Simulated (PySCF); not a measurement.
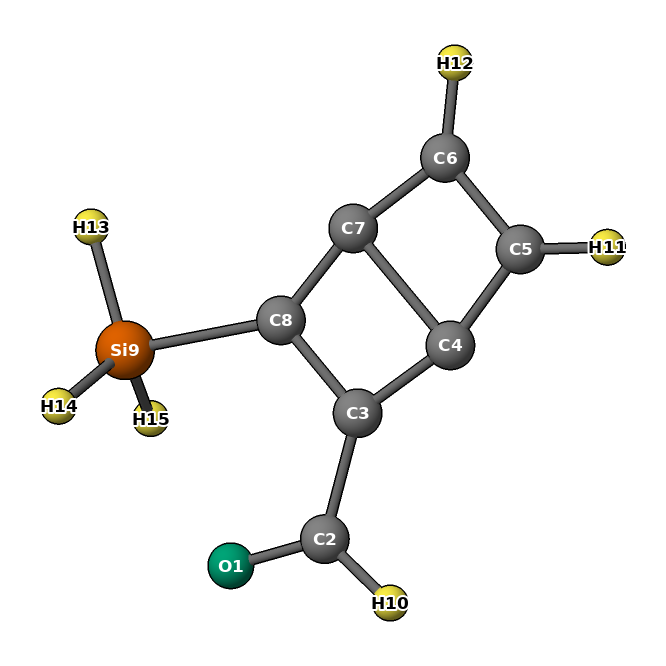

The questions are on Mulliken spin populations. Charge +1, doublet. Computed geometry: GFN2-xTB optimisation. No frequency run is at hand to confirm it as a minimum. Level of theory: UKS B3LYP, pcH-1 on C H O Si, non-relativistic (PySCF 2.14.0).

List the Mulliken spin populations.

```tsv
atom	value (e)
O1	0.04
C2	0.02
C3	−0.02
C4	0.44
C5	−0.03
C6	0.00
C7	0.27
C8	0.08
Si9	0.06
H10	0.03
H11	0.05
H12	0.04
H13	0.02
H14	0.00
H15	0.00
```

Mulliken values depend strongly on the basis set. The geometry is semi-empirical. Around Si such bond lengths and angles can be off by a tenth of an ångström or more and by several degrees, and values that hang on the shape move with them.
